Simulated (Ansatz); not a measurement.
# Nudged elastic band, with input and output: SiPH6

- system: SiPH6, multiplicity 2
- method: UKS PBE0/def2-SVP (Ansatz 0.2.0)

It belongs to a series of runs on one base structure; here: band between the two ends. Figures and captions count atoms from 1; the log counts them from 0 in places.

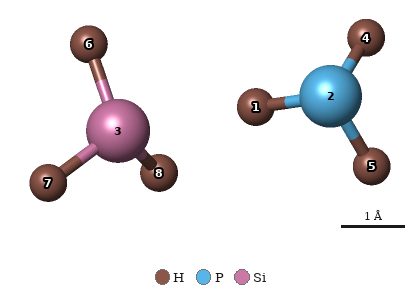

The starting structure (ball-and-stick view, seen at a tilt; atoms are numbered from 1 in the order of the input). Bond lengths as drawn: H–P 1.43 Å and H–Si 1.49 Å.

## Input
```yaml
crystal:
  periodic: [false, false, false]
  atoms:
    - { symbol: H, position_ang: [0.686556, 0.214482, 1.08664] }
    - { symbol: P, position_ang: [1.673727, 0.933849, 1.833549] }
    - { symbol: Si, position_ang: [-1.337595, -0.928363, -1.046354] }
    - { symbol: H, position_ang: [1.217435, 2.202535, 1.360639] }
    - { symbol: H, position_ang: [2.652219, 0.816743, 0.799036] }
    - { symbol: H, position_ang: [-2.635974, -0.239763, -0.782962] }
    - { symbol: H, position_ang: [-1.449706, -2.404055, -0.849146] }
    - { symbol: H, position_ang: [-0.806663, -0.59543, -2.401503] }
magnetization:
  spin_polarized: true
  initial_magnetization: 1
basis:
  gaussian: { orbitals: def2-SVP }
hamiltonian:
  xc: pbe0
neb:
  order_check: false
  images: 5
  f_tol: 0.03
  max_iterations: 60
  final_atoms:
    - { symbol: H, position_ang: [-0.24359993, -0.4101985, 0.24554632] }
    - { symbol: P, position_ang: [1.8733597, 1.09535155, 1.95460626] }
    - { symbol: Si, position_ang: [-1.18165641, -0.85658215, -0.83017493] }
    - { symbol: H, position_ang: [1.30188671, 2.27457083, 1.37471021] }
    - { symbol: H, position_ang: [2.7283215, 0.90802509, 0.82005246] }
    - { symbol: H, position_ang: [-2.50001169, -0.17955394, -0.6514829] }
    - { symbol: H, position_ang: [-1.36405767, -2.33586784, -0.75016218] }
    - { symbol: H, position_ang: [-0.61424321, -0.49574704, -2.16319623] }
  initial_path:
    images:
      - { positions_ang: [[0.686556, 0.214482, 1.08664], [1.673727, 0.933849, 1.833549], [-1.337595, -0.928363, -1.046354], [1.217435, 2.202535, 1.360639], [2.652219, 0.816743, 0.799036], [-2.635974, -0.239763, -0.782962], [-1.449706, -2.404055, -0.849146], [-0.806663, -0.59543, -2.401503]] }
      - { positions_ang: [[0.52257108, 0.12410549, 0.89128757], [1.57901705, 0.86801451, 1.76362202], [-1.23089106, -0.85767654, -0.95119214], [1.12372772, 2.1202626, 1.28298778], [2.5433034, 0.75529936, 0.73276677], [-2.51361922, -0.16845766, -0.68453289], [-1.33161231, -2.32012066, -0.74627515], [-0.69249767, -0.52142911, -2.28876495]] }
      - { positions_ang: [[0.35858616, 0.03372898, 0.69593513], [1.4843071, 0.80218003, 1.69369503], [-1.12418711, -0.78699007, -0.85603028], [1.03002044, 2.03799021, 1.20533657], [2.43438779, 0.69385572, 0.66649753], [-2.39126443, -0.09715232, -0.58610379], [-1.21351862, -2.23618632, -0.6434043], [-0.57833233, -0.44742823, -2.1760269]] }
      - { positions_ang: [[0.19460124, -0.05664753, 0.5005827], [1.38959715, 0.73634554, 1.62376805], [-1.01748317, -0.71630361, -0.76086842], [0.93631316, 1.95571781, 1.12768535], [2.32547219, 0.63241208, 0.6002283], [-2.26890965, -0.02584697, -0.48767468], [-1.09542494, -2.15225198, -0.54053344], [-0.464167, -0.37342734, -2.06328885]] }
      - { positions_ang: [[0.04853419, -0.17449785, 0.41557057], [1.55085134, 0.85601421, 1.73404745], [-1.07220758, -0.76306312, -0.78397059], [1.05817101, 2.06200215, 1.21002697], [2.45975529, 0.72428309, 0.67350302], [-2.34594366, -0.07708263, -0.54227742], [-1.18496918, -2.21345727, -0.61040969], [-0.5141924, -0.41420058, -2.09659131]] }
      - { positions_ang: [[-0.09753287, -0.29234817, 0.33055844], [1.71210552, 0.97568288, 1.84432685], [-1.126932, -0.80982264, -0.80707276], [1.18002886, 2.16828649, 1.29236859], [2.5940384, 0.81615409, 0.74677774], [-2.42297768, -0.12831829, -0.59688016], [-1.27451342, -2.27466256, -0.68028593], [-0.56421781, -0.45497381, -2.12989377]] }
      - { positions_ang: [[-0.24359993, -0.4101985, 0.24554632], [1.8733597, 1.09535155, 1.95460626], [-1.18165641, -0.85658215, -0.83017493], [1.30188671, 2.27457083, 1.37471021], [2.7283215, 0.90802509, 0.82005246], [-2.50001169, -0.17955394, -0.6514829], [-1.36405767, -2.33586784, -0.75016218], [-0.61424321, -0.49574704, -2.16319623]] }
```

Hardware: 2 threads of Arm Neoverse V1, 24 GiB of memory available, shared host.

Launch command:
```bash
ansatz run input.yaml --threads 2 --pin off --max-ram 3072MiB --backend cpu --events-out ev --progress --plain --runs-dir out
```

## Log
```
Engine: ansatz 0.2.0, aarch64-unknown-linux-gnu
Functional definition: PBE0
  parameter a = 0.25
  parameter kappa = 0.804
  parameter beta = 0.06672455060314922
  exchange = (1 - a)*pbe_x(kappa = kappa, mu = beta*pi^2/3) + a*exact_x
  correlation = pbe_c(beta = beta)
678 factors; integrals over basis functions are off by at most 2.4e-4 eV
mean field evaluation 1: about -17249.0147 eV, gradient 6.8e0 eV
mean field evaluation 2: about -17249.3110 eV, gradient 3.5e0 eV
mean field evaluation 4: about -17249.3959 eV, gradient 1.9e-1 eV
mean field evaluation 8: about -17249.3954 eV, gradient 3.3e-3 eV
mean field -17249.39538259 eV, -633.9035882500 hartree, gradient 1.3e-5 eV, S^2 0.752502; 0 other end points of the search recorded, 0 dependent functions left out
the calculation of the forces begins
reference -17249.39540893 eV, -633.9035892180 hartree; 18, 17 occupied and 48, 49 virtual orbitals, 678 factors
678 factors; integrals over basis functions are off by at most 8.9e-4 eV
mean field evaluation 16: about -17249.6989 eV, gradient 1.9e0 eV
mean field -17249.72677563 eV, -633.9157667197 hartree, gradient 4.2e-5 eV, S^2 0.755114; 0 other end points of the search recorded, 0 dependent functions left out
[... from here on the field's lines of each further geometry are left out, up to the last ...]
NEB iter   1: max|band force component| = 1.856e0 eV/Å  barrier→ = 0.3577 eV  barrier← = 0.6891 eV  Δτ_max = 0.1877 Å  (170 SCF iters)
NEB iter   2: max|band force component| = 5.482e-1 eV/Å  barrier→ = 0.1171 eV  barrier← = 0.4485 eV  Δτ_max = 0.1049 Å  (133 SCF iters)
NEB iter   3: max|band force component| = 8.195e-1 eV/Å  barrier→ = 0.1495 eV  barrier← = 0.4809 eV  Δτ_max = 0.0514 Å  (129 SCF iters)
NEB iter   4: max|band force component| = 2.109e-1 eV/Å  barrier→ = 0.1089 eV  barrier← = 0.4403 eV  CI = image 3  Δτ_max = 0.1053 Å  (121 SCF iters)
NEB iter   5: max|band force component| = 1.559e-1 eV/Å  barrier→ = 0.0781 eV  barrier← = 0.4095 eV  CI = image 3  Δτ_max = 0.0896 Å  (128 SCF iters)
NEB iter   6: max|band force component| = 8.583e-2 eV/Å  barrier→ = 0.0834 eV  barrier← = 0.4148 eV  CI = image 3  Δτ_max = 0.1040 Å  (121 SCF iters)
the calculation of the forces begins
reference -17249.72198157 eV, -633.9155905411 hartree; 18, 17 occupied and 48, 49 virtual orbitals, 678 factors
678 factors; integrals over basis functions are off by at most 8.7e-4 eV
mean field -17249.31269507 eV, -633.9005495399 hartree, gradient 2.4e-5 eV, S^2 0.758235; 1 other end points of the search recorded, 0 dependent functions left out
the calculation of the forces begins
reference -17249.31271893 eV, -633.9005504168 hartree; 18, 17 occupied and 48, 49 virtual orbitals, 678 factors
NEB iter   7: max|band force component| = 1.925e-2 eV/Å  barrier→ = 0.0827 eV  barrier← = 0.4141 eV  CI = image 3  Δτ_max = 0.0000 Å  (245 SCF iters)
```

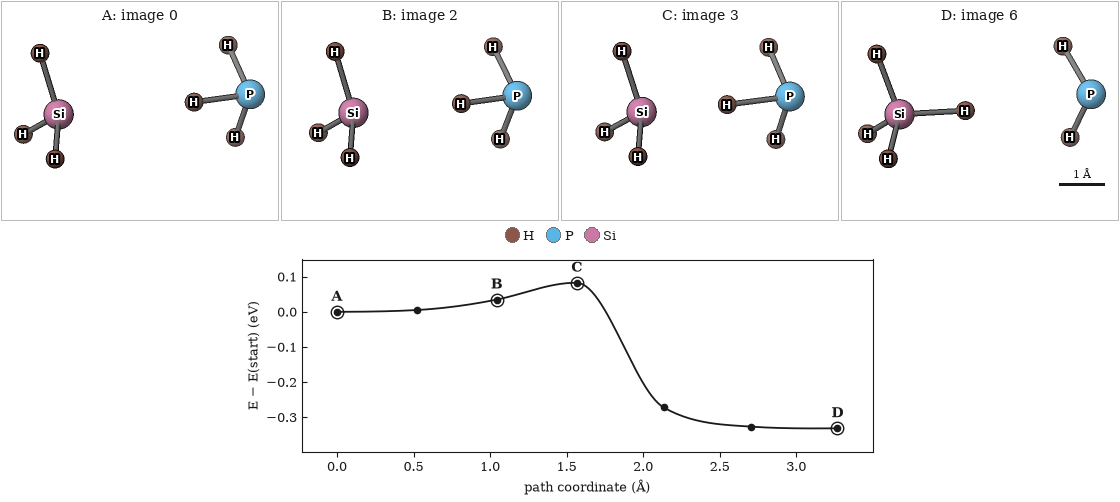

Images of the last band (counted from 0; ball-and-stick, seen at a tilt) above the energy along the path; the line is a cubic interpolation that uses the forces. The highest image is number 3, 0.083 eV above the start and 0.414 eV above the end (the climbing image); the end lies 0.331 eV below the start. The path is 3.27 Å long. The band converged in 7 iterations.

```
Total energy: -17249.31271893 eV, -633.9005504168 hartree
Atom 0 at     0.285875    -0.010261     0.648189 Å, force    -0.013297     0.000032    -0.005147 eV/Å
Atom 1 at     1.316511     0.689125     1.564337 Å, force     0.021033     0.010571     0.006761 eV/Å
Atom 2 at    -0.975252    -0.692698    -0.732053 Å, force    -0.019293    -0.018260    -0.011076 eV/Å
Atom 3 at     0.892241     1.976954     1.109208 Å, force     0.002957    -0.005280    -0.001158 eV/Å
Atom 4 at     2.323349     0.589165     0.553576 Å, force    -0.000441     0.005499     0.005750 eV/Å
Atom 5 at    -2.287122    -0.017121    -0.492522 Å, force     0.009799    -0.003346    -0.002197 eV/Å
Atom 6 at    -1.101574    -2.171991    -0.557148 Å, force    -0.001412     0.009752    -0.005647 eV/Å
Atom 7 at    -0.454028    -0.363174    -2.093689 Å, force     0.000655     0.001031     0.012712 eV/Å
Dipole moment:     0.004577     0.059065    -0.143427 e Å
this run last wrote the band of iteration 7 to [file]
```

## The last band as extended XYZ (Å, eV, eV/Å)
```
8
Properties=species:S:1:pos:R:3:forces:R:3 image=0 energy=-17249.39538
H     0.6866    0.2145    1.0866   -0.0028  -0.0004  -0.0046
P     1.6737    0.9338    1.8335    0.0143   0.0103   0.0102
Si   -1.3376   -0.9284   -1.0464    0.0008  -0.0010   0.0017
H     1.2174    2.2025    1.3606   -0.0035  -0.0041  -0.0008
H     2.6522    0.8167    0.7990   -0.0044  -0.0032  -0.0005
H    -2.6360   -0.2398   -0.7830   -0.0053   0.0032   0.0007
H    -1.4497   -2.4041   -0.8491   -0.0017  -0.0068  -0.0007
H    -0.8067   -0.5954   -2.4015    0.0027   0.0021  -0.0060
8
Properties=species:S:1:pos:R:3:forces:R:3 image=1 energy=-17249.39013
H     0.5798    0.0945    1.1328    0.0051   0.0000   0.0126
P     1.5985    0.8952    1.7477    0.0113   0.0104   0.0039
Si   -1.2163   -0.8460   -0.9617   -0.0050  -0.0062  -0.0011
H     1.0632    2.1082    1.2150    0.0038   0.0035   0.0032
H     2.4951    0.7208    0.6490    0.0046   0.0029   0.0029
H    -2.5099   -0.1491   -0.6958   -0.0064  -0.0031  -0.0065
H    -1.3378   -2.3229   -0.7784   -0.0097  -0.0053  -0.0102
H    -0.6727   -0.5006   -2.3087   -0.0037  -0.0022  -0.0048
8
Properties=species:S:1:pos:R:3:forces:R:3 image=2 energy=-17249.36041
H     0.4450    0.0457    0.9133    0.0186   0.0016   0.0453
P     1.4491    0.7866    1.6492    0.0245   0.0189   0.0140
Si   -1.1005   -0.7714   -0.8543   -0.0259  -0.0207  -0.0199
H     0.9679    2.0378    1.1539    0.0167   0.0121   0.0051
H     2.4024    0.6491    0.5936    0.0149   0.0156   0.0067
H    -2.3946   -0.0755   -0.5895   -0.0149  -0.0088  -0.0162
H    -1.2160   -2.2479   -0.6668   -0.0220  -0.0118  -0.0232
H    -0.5533   -0.4244   -2.1994   -0.0118  -0.0069  -0.0118
8
Properties=species:S:1:pos:R:3:forces:R:3 image=3 energy=-17249.31270
H     0.2859   -0.0103    0.6482   -0.0133   0.0000  -0.0051
P     1.3165    0.6891    1.5643    0.0210   0.0106   0.0068
Si   -0.9753   -0.6927   -0.7321   -0.0193  -0.0183  -0.0111
H     0.8922    1.9770    1.1092    0.0030  -0.0053  -0.0012
H     2.3233    0.5892    0.5536   -0.0004   0.0055   0.0057
H    -2.2871   -0.0171   -0.4925    0.0098  -0.0033  -0.0022
H    -1.1016   -2.1720   -0.5571   -0.0014   0.0098  -0.0056
H    -0.4540   -0.3632   -2.0937    0.0007   0.0010   0.0127
8
Properties=species:S:1:pos:R:3:forces:R:3 image=4 energy=-17249.66739
H    -0.0049   -0.2004    0.3566   -0.1616  -0.1051  -0.1603
P     1.5412    0.8479    1.7420    0.1160   0.0809   0.0947
Si   -0.9708   -0.6963   -0.7003    0.0158   0.0036   0.0345
H     0.9345    1.9971    1.1385    0.0221   0.0138   0.0103
H     2.3562    0.6219    0.5857    0.0186   0.0187   0.0121
H    -2.2917   -0.0307   -0.4984   -0.0048  -0.0090  -0.0046
H    -1.1180   -2.1751   -0.5648   -0.0143  -0.0047  -0.0105
H    -0.4466   -0.3645   -2.0593    0.0082   0.0018   0.0237
8
Properties=species:S:1:pos:R:3:forces:R:3 image=5 energy=-17249.72196
H    -0.1205   -0.2967    0.2768   -0.0083  -0.0086  -0.0009
P     1.7775    1.0249    1.8949    0.0131   0.0099   0.0085
Si   -1.0757   -0.7735   -0.7711   -0.0030  -0.0035  -0.0001
H     1.0829    2.1014    1.2532    0.0075   0.0069   0.0045
H     2.5067    0.7336    0.6965    0.0085   0.0063   0.0039
H    -2.3948   -0.1030   -0.5764   -0.0071  -0.0030  -0.0051
H    -1.2385   -2.2520   -0.6523   -0.0089  -0.0064  -0.0082
H    -0.5376   -0.4347   -2.1218   -0.0017  -0.0016  -0.0025
8
Properties=species:S:1:pos:R:3:forces:R:3 image=6 energy=-17249.72678
H    -0.2436   -0.4102    0.2455   -0.0038  -0.0010  -0.0059
P     1.8734    1.0954    1.9546    0.0046   0.0040   0.0020
Si   -1.1817   -0.8566   -0.8302    0.0066   0.0032   0.0074
H     1.3019    2.2746    1.3747   -0.0025  -0.0035  -0.0004
H     2.7283    0.9080    0.8201   -0.0032  -0.0024  -0.0003
H    -2.5000   -0.1796   -0.6515   -0.0008  -0.0002  -0.0009
H    -1.3641   -2.3359   -0.7502   -0.0001   0.0003  -0.0003
H    -0.6142   -0.4957   -2.1632   -0.0008  -0.0004  -0.0016
```

## Results in brief

- outcome: converged
- barrier, forward: 0.083 eV
- barrier, backward: 0.414 eV
- wall time: 54 s (CPU time 1.7 min)
- peak memory: 0.15 GiB

The order of the saddle point was not checked.
